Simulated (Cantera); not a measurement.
Input: 1 mol SiC, 0.26 mol N₂O, a varied amount of N₂, at 1750 K and 0.0360 Torr.

These are equilibrium values from Cantera (NASA tables, ideal gas, pure condensed phases), not measurements of a reactor. Candidate condensed phases: C, Si, SiC, SiO₂, Si₂N₂O, Si₃N₄; 34 gas species. The tables' values for SiN are old estimates; treat these amounts as uncertain. Equilibrium is a limit: real reactors are often held back by kinetics, nucleation or transport.

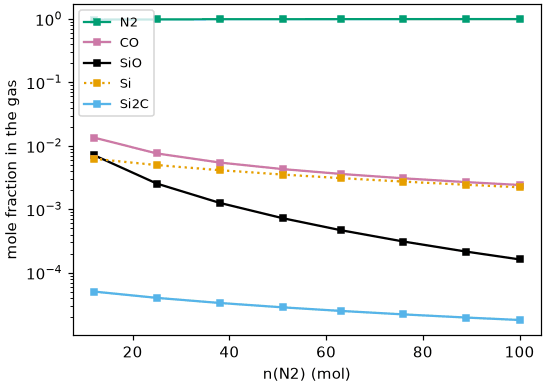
Fig. 1. Equilibrium gas composition (values under 1e-9 drawn at 1e-9)

Q: Read off the mole fractions at 89 mol N₂.

A: N₂ about 0.99, CO about 0.0027, Si about 0.0024, SiO about 0.00022, Si₂C about 2.0e-5.
